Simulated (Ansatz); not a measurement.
C3H12BNSi (SMILES BN([SiH3])C(C)C)

```json
{"atom": "B", "x (Å)": "-0.1632", "y (Å)": "-1.6914", "z (Å)": "-0.7603"}
{"atom": "N", "x (Å)": "0.4371", "y (Å)": "-0.6407", "z (Å)": "-0.0644"}
{"atom": "Si", "x (Å)": "2.0467", "y (Å)": "-0.7521", "z (Å)": "0.6015"}
{"atom": "C", "x (Å)": "-0.2413", "y (Å)": "0.6531", "z (Å)": "0.1656"}
{"atom": "C", "x (Å)": "-0.5292", "y (Å)": "1.3606", "z (Å)": "-1.1471"}
{"atom": "C", "x (Å)": "-1.4912", "y (Å)": "0.4741", "z (Å)": "1.0094"}
{"atom": "H", "x (Å)": "0.4472", "y (Å)": "-2.7109", "z (Å)": "-0.9094"}
{"atom": "H", "x (Å)": "-1.2717", "y (Å)": "-1.5765", "z (Å)": "-1.2017"}
{"atom": "H", "x (Å)": "2.9026", "y (Å)": "0.3189", "z (Å)": "0.0210"}
{"atom": "H", "x (Å)": "2.6152", "y (Å)": "-2.0854", "z (Å)": "0.3030"}
{"atom": "H", "x (Å)": "1.9948", "y (Å)": "-0.5278", "z (Å)": "2.0725"}
{"atom": "H", "x (Å)": "0.4546", "y (Å)": "1.2844", "z (Å)": "0.7356"}
{"atom": "H", "x (Å)": "0.3878", "y (Å)": "1.4978", "z (Å)": "-1.7238"}
{"atom": "H", "x (Å)": "-1.2288", "y (Å)": "0.7771", "z (Å)": "-1.7496"}
{"atom": "H", "x (Å)": "-0.9717", "y (Å)": "2.3426", "z (Å)": "-0.9642"}
{"atom": "H", "x (Å)": "-1.9483", "y (Å)": "1.4422", "z (Å)": "1.2270"}
{"atom": "H", "x (Å)": "-1.2541", "y (Å)": "-0.0156", "z (Å)": "1.9562"}
{"atom": "H", "x (Å)": "-2.2242", "y (Å)": "-0.1390", "z (Å)": "0.4805"}
```

Geometry: PBE0-D4/def2-TZVP.

Computed with RKS PBE0-D4/def2-TZVPP in Ansatz 0.2.0.

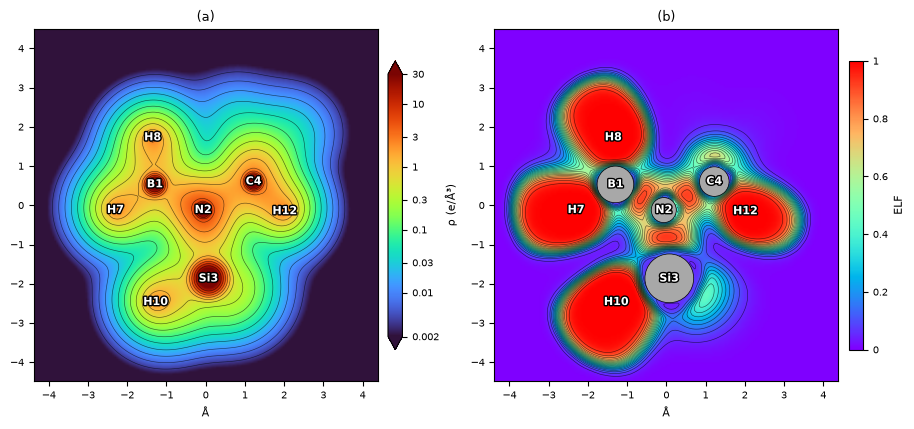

Figure 1. (a) total electron density; (b) ELF on the plane of atoms N2, B1 and H8. Grey discs cover the atomic cores in the ELF map.

Q: Interpret the plot.

A:
- The section cuts through B, N, Si, C and H sites.
- B–N (1.40 Å): ρ at the midpoint is about 2 e/Å³; the ELF peaks at about 0.90 between the atoms: a polar covalent bond.
- C–N (1.48 Å): the density is about 1.8 e/Å³ at the midpoint; the ELF peaks at about 0.90 between the atoms; localised, covalent bonding.
- Si–N (1.75 Å): ρ at the midpoint is about 1.1 e/Å³; the ELF peaks at about 0.95 between the atoms, as expected for a shared but strongly polarised pair.
- C–H (1.10 Å): ρ at the midpoint is about 2 e/Å³; the ELF climbs to about 1 towards the hydrogen, as it does in any bond to H (a covalent bond by its length).
- B–H (1.20 Å): the density is about 1.2 e/Å³ at the midpoint; the ELF climbs to about 1 towards the hydrogen; a covalent bond by its length.

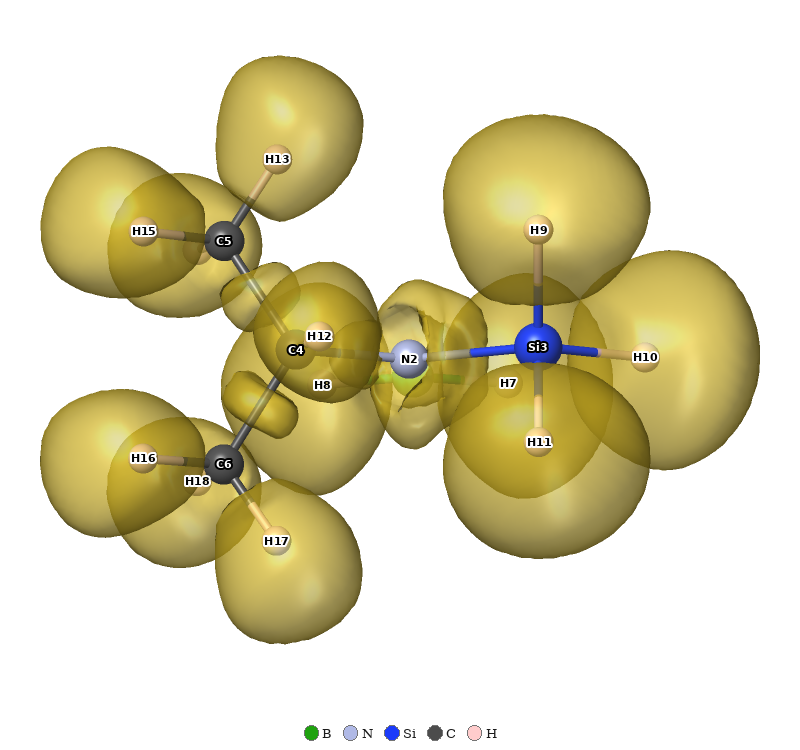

Figure 2. Isosurface of the electron localisation function at 0.8 (yellow), seen from one side. Core shells and regions of very low density are left out.

Q: Where are the electrons localised?

A: The surface consists of two regions between bonded C–C atoms (shared pairs), one region between bonded C–N atoms (shared pairs), twelve regions around hydrogen nuclei and one region on N in which the atom's valence shell and bonds are merged.

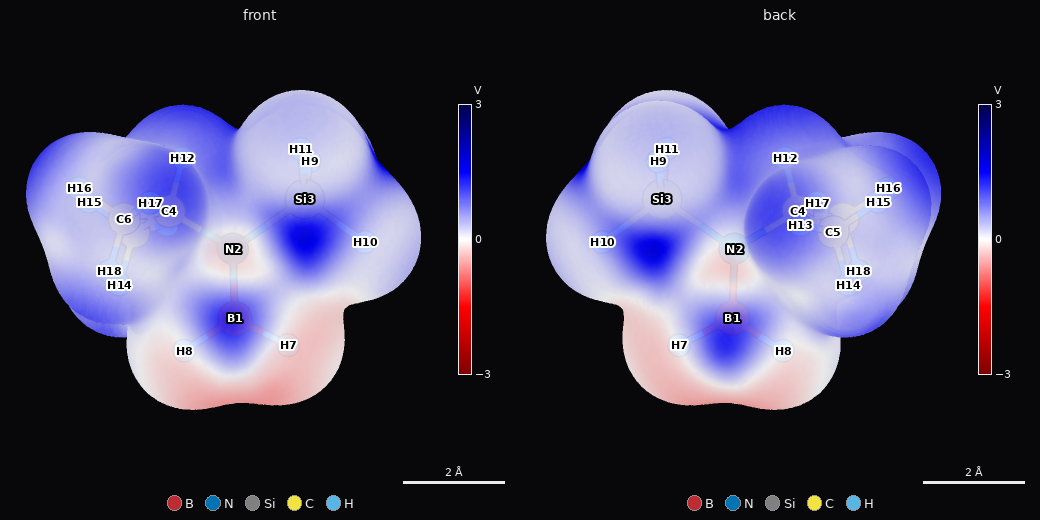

Figure 3. The molecular electrostatic potential painted on the density surface at 0.004 e/bohr³, seen from the front and from behind; the colour scale runs from red (negative) to blue (positive).

Q: Which sites attract a positive test charge, and which a negative one?

A: A positive charge is drawn to the negative regions and a negative charge to the positive ones. The most negative region (about −0.5 V) lies over H7, the most positive (about +1.9 V) over Si3.

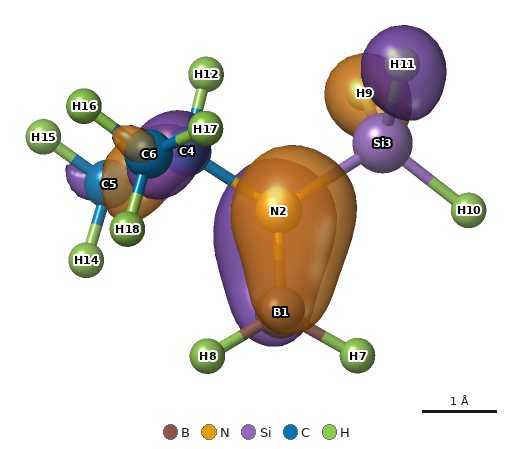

Figure 4. The HOMO at ±0.15 Å⁻³ᐟ² (orange and purple are the two phases), seen at a tilt.

Q: Where does this orbital lie, and at what energy?

A: It lies mainly on N2 (about 40 %), B1 (about 15 %), Si3 (about 10 %) and C4 (about 5 %). Its energy is −7.87 eV.
